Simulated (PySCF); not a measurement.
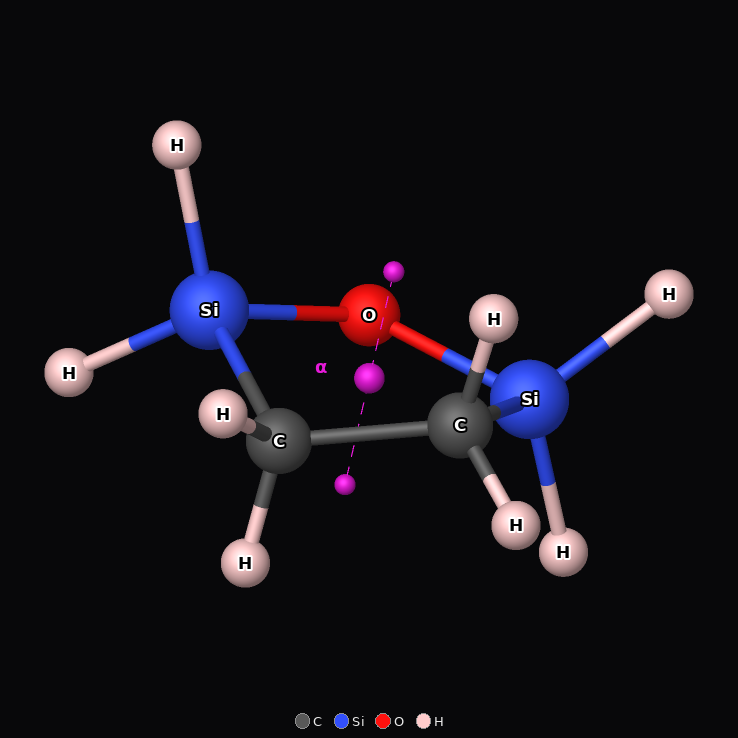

The small points mark where nucleus-independent chemical shifts (NICS) were computed: at the centre of each lettered ring and 1 Å above and below it. The computed structure is the end point of a PBE0-D3(BJ)/def2-SVP optimisation. No frequency run is at hand to confirm it as a minimum. Properties computed with GIAO B97-2/pcSseg-2 NMR shielding, non-relativistic, gas phase (PySCF 2.14.0).

Give NICS(0), NICS(1) and the out-of-plane component NICS(1)zz for each ring (means of the two sides).

```
ring  members  NICS(0)  NICS(1)  NICS(1)zz
   α   C2OSi2     −4.6     −2.6       −2.2
```

Values in ppm.

Question: What do the values say about the ring currents?

Answer: Ring α: weak, as in a non-aromatic ring. NICS is one index among several.
